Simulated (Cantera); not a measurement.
Feed: 1 mol SiC, 0.029 mol O₂, 170 mol N₂, at 0.133 bar.

Cantera equilibrium calculation (NASA polynomials, part measured and part estimated; ideal gas, pure solids and liquids). Candidate condensed phases: C, Si, SiC, SiO₂, Si₂N₂O, Si₃N₄; 34 gas species. N₂ is the only nitrogen source here; it is nearly inert below about 1500 K, so the nitride shown seldom forms there in practice. Mutual solubility and eutectic melting of coexisting phases are not modelled. The tables' values for SiN are old estimates; treat these amounts as uncertain. The numbers say what is thermodynamically allowed, not how fast it happens.

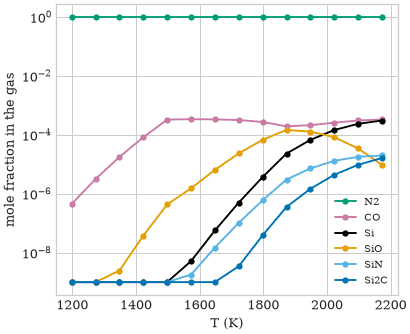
*Equilibrium gas composition (values under 1e-9 drawn at 1e-9)*

From 1198 K to 1498 K the condensed part is C(graphite) + Si₂N₂O(s) + Si₃N₄(s). From 1573 K to 1873 K the condensed part is SiC(s) + Si₃N₄(s). From 1948 K to 2173 K the condensed part is SiC(s).
